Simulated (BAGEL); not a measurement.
# triplet CHBClN at 4 levels

We compute a comparison of 4 runs (UHF/3-21G, ROHF/6-31G*, UHF/6-31G*, ROHF/6-311+G**) of triplet CHBClN. 

Program for the calculation: BAGEL 1.2.2.

5 further runs of the same task are left out: 4 that didn't finish, 1 set aside as unsound or not needed. Runs told in other sessions of the task aren't counted.

## 1. The structure to begin with

CHBClN has 5 atoms, charge 0, and is taken as a triplet. As SMILES of the parent species, `N#CBCl`. The coordinates come from a PBE0-D4/def2-TZVP relaxation. That shape belongs to the parent species and isn't relaxed for this state.

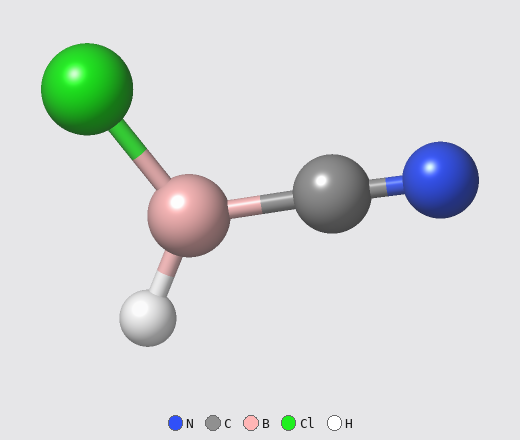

The structure, seen from a chosen angle (nitrogen blue, carbon grey, boron pink, chlorine green, hydrogen white).

## 2. The energy at UHF/3-21G (density fitting with qzvpp-jkfit) (run 1)

Input file job.json:

```json
{ "bagel" : [

{
  "title" : "molecule",
  "basis" : "3-21g",
  "df_basis" : "qzvpp-jkfit",
  "angstrom" : "true",
  "geometry" : [
    { "atom" : "N", "xyz" : [    1.053200,   -1.411100,    1.218200 ] },
    { "atom" : "C", "xyz" : [    0.513400,   -0.630900,    0.564200 ] },
    { "atom" : "B", "xyz" : [   -0.176600,    0.429700,   -0.293300 ] },
    { "atom" : "Cl", "xyz" : [   -1.594500,    0.005200,   -1.176200 ] },
    { "atom" : "H", "xyz" : [    0.254400,    1.533500,   -0.354200 ] }
  ]
},
{ "title" : "uhf", "nopen" : 2 },
{ "title" : "print", "file" : "orbitals.molden", "orbitals" : "true" }

]}
```

Command:

```bash
$ BAGEL_NUM_THREADS=1 BAGEL job.json > job.out
```

Output:

```text
* using 1 threads per process

  ===============================================================
  ===============================================================

  *** Geometry ***

  { "atom" : "N", "xyz" : [      1.990260,     -2.666593,      2.302064 ] },
  { "atom" : "C", "xyz" : [      0.970185,     -1.192228,      1.066183 ] },
  { "atom" : "B", "xyz" : [     -0.333726,      0.812015,     -0.554257 ] },
  { "atom" : "Cl", "xyz" : [     -3.013168,      0.009827,     -2.222696 ] },
  { "atom" : "H", "xyz" : [      0.480746,      2.897895,     -0.669341 ] },

  Number of auxiliary basis functions:      373

  Since a DF basis is specified, we compute 2- and 3-index integrals:
    o Being stored without compression. Storage requirement is 0.005 GB

  Number of basis functions:       42
  Number of electrons      :       36

    * METHOD: MOLECULE                             0.09

  *** Open-shell HF ***

  === Nuclear Repulsion ===
   106.5108968829

      * DIIS with orbital gradients will be used.

  === UHF iteration (3-21g) ===
      0       -573.86622392          0.05414523           0.03
      1       -573.81718322          0.07355418           0.03
      2       -573.75764516          0.08902257           0.03
[... 42 lines of this table left out ...]
     45       -574.06175078          0.00000001           0.03
    * SCF iteration converged.

    * S^2 (UHF) is 2.1253

    * Permanent dipole moment:
           (    1.648345,    -0.716038,     1.434759) a.u.

    * METHOD: UHF                                  1.49

    * METHOD: PRINT                                0.01

  ===============================================================
```

Run time: 1.7 s. Hardware: 1 thread of Arm Neoverse V1, shared host.

## 3. A single-point energy at ROHF/6-31G(d) (density fitting with qzvpp-jkfit, spherical functions) (run 2)

Input file input.json:

```json
{ "bagel": [

{
  "title": "molecule",
  "basis": "6-31gs.json",
  "df_basis": "qzvpp-jkfit",
  "angstrom": true,
  "geometry": [
    { "atom": "N", "xyz": [       1.053200,      -1.411100,       1.218200 ] },
    { "atom": "C", "xyz": [       0.513400,      -0.630900,       0.564200 ] },
    { "atom": "B", "xyz": [      -0.176600,       0.429700,      -0.293300 ] },
    { "atom": "Cl", "xyz": [      -1.594500,       0.005200,      -1.176200 ] },
    { "atom": "H", "xyz": [       0.254400,       1.533500,      -0.354200 ] }
  ]
},

{
  "title": "rohf",
  "nopen": 2
},

{
  "title": "print",
  "file": "orbitals.molden",
  "orbitals": true
}

]}
```

The basis set 6-31G* is read from a file made from the Basis Set Exchange's data (not shown).

Command:

```bash
$ BAGEL_NUM_THREADS=1 BAGEL input.json > input.out
```

Output:

```text
* using 1 threads per process

  ===============================================================
  ===============================================================

  *** Geometry ***

  { "atom" : "N", "xyz" : [      1.990260,     -2.666593,      2.302064 ] },
  { "atom" : "C", "xyz" : [      0.970185,     -1.192228,      1.066183 ] },
  { "atom" : "B", "xyz" : [     -0.333726,      0.812015,     -0.554257 ] },
  { "atom" : "Cl", "xyz" : [     -3.013168,      0.009827,     -2.222696 ] },
  { "atom" : "H", "xyz" : [      0.480746,      2.897895,     -0.669341 ] },

  Number of auxiliary basis functions:      373

  Since a DF basis is specified, we compute 2- and 3-index integrals:
    o Being stored without compression. Storage requirement is 0.011 GB

  Number of basis functions:       62
  Number of electrons      :       36

    * METHOD: MOLECULE                             0.12

  *** Open-shell HF ***

  === Nuclear Repulsion ===
   106.5108968829

      * DIIS with orbital gradients will be used.

  === ROHF iteration (6-31gs.json) ===
      0       -576.66955942          0.04536160           0.05
      1       -576.56005507          0.06552864           0.05
      2       -576.44987168          0.07418370           0.05
[... 59 lines of this table left out ...]
     62       -576.87920461          0.00000001           0.05
    * SCF iteration converged.

    * S^2 (ROHF) is 2.0000

    * Permanent dipole moment:
           (    0.218377,    -0.808240,     0.430968) a.u.

    * METHOD: ROHF                                 3.17

    * METHOD: PRINT                                0.01

  ===============================================================
```

Wall time 3.6 s (1 thread of Arm Neoverse V1, shared host).

Run 3 isn't shown in full; the table further down has it.

## 4. A single-point energy at ROHF/6-311+G(d,p) (density fitting with qzvpp-jkfit) (run 4)

Input file input.json:

```json
{ "bagel": [

{
  "title": "molecule",
  "basis": "6-311+gss.json",
  "df_basis": "qzvpp-jkfit",
  "angstrom": true,
  "geometry": [
    { "atom": "N", "xyz": [    1.053200,   -1.411100,    1.218200 ] },
    { "atom": "C", "xyz": [    0.513400,   -0.630900,    0.564200 ] },
    { "atom": "B", "xyz": [   -0.176600,    0.429700,   -0.293300 ] },
    { "atom": "Cl", "xyz": [   -1.594500,    0.005200,   -1.176200 ] },
    { "atom": "H", "xyz": [    0.254400,    1.533500,   -0.354200 ] }
  ]
},
{ "title": "rohf", "nopen": 2 },
{ "title": "print", "file": "orbitals.molden", "orbitals": true }

]}
```

The basis set 6-311+G** is read from a file made from the Basis Set Exchange's data (not shown).

Command:

```bash
$ BAGEL_NUM_THREADS=1 BAGEL input.json > input.out
```

Output:

```text
* using 1 threads per process

  ===============================================================
  ===============================================================

  *** Geometry ***

  { "atom" : "N", "xyz" : [      1.990260,     -2.666593,      2.302064 ] },
  { "atom" : "C", "xyz" : [      0.970185,     -1.192228,      1.066183 ] },
  { "atom" : "B", "xyz" : [     -0.333726,      0.812015,     -0.554257 ] },
  { "atom" : "Cl", "xyz" : [     -3.013168,      0.009827,     -2.222696 ] },
  { "atom" : "H", "xyz" : [      0.480746,      2.897895,     -0.669341 ] },

  Number of auxiliary basis functions:      373

  Since a DF basis is specified, we compute 2- and 3-index integrals:
    o Being stored without compression. Storage requirement is 0.031 GB

  Number of basis functions:      102
  Number of electrons      :       36

    * METHOD: MOLECULE                             0.15

  *** Open-shell HF ***

  === Nuclear Repulsion ===
   106.5108968829

      * DIIS with orbital gradients will be used.

  === ROHF iteration (6-311+gss.json) ===
      0       -576.49616700          0.06080907           0.09
      1       -576.03571281          0.09636259           0.09
      2       -575.52824937          0.11751470           0.09
[... 95 lines of this table left out ...]
     98       -576.90855197          0.00000001           0.10
    * SCF iteration converged.

    * S^2 (ROHF) is 2.0000

    * Permanent dipole moment:
           (    0.252169,    -0.233808,     0.261466) a.u.

    * METHOD: ROHF                                 9.46

    * METHOD: PRINT                                0.03

  ===============================================================
```

It took 9.9 s on 1 thread of Arm Neoverse V1, shared host; peak memory 0.11 GiB.

## 5. The series

```
run                                                                level  energy (Eh)  dipole moment (D)   ⟨S²⟩  wall time
  1                         UHF/3-21G (density fitting with qzvpp-jkfit)  -574.061751               5.85  2.125      1.7 s
  2  ROHF/6-31G* (density fitting with qzvpp-jkfit, spherical functions)  -576.879205               2.39  2.000      3.6 s
  3   UHF/6-31G* (density fitting with qzvpp-jkfit, spherical functions)  -576.911694               6.56  2.105      2.4 s
  4                    ROHF/6-311+G** (density fitting with qzvpp-jkfit)  -576.908552               1.10  2.000      9.9 s
```

## 6. Outcome

| quantity | value |
| --- | --- |
| run 4: total energy | -576.90855 Eh |
| run 4: dipole moment | 1.10 D |
| run 4: ⟨S²⟩ | 2.000 |

**Reading.** The dipole moment (its size) runs from 1.10 D (ROHF/6-311+G**) to 6.56 D (UHF/6-31G*). The two ends differ in method and basis. So wide a spread suggests that the runs ended on unlike SCF solutions, not only an effect of the method. Spin contamination of the reference: run 1 ⟨S²⟩ = 2.13, run 3 ⟨S²⟩ = 2.10. All runs together took 18 s, the longest 9.9 s.
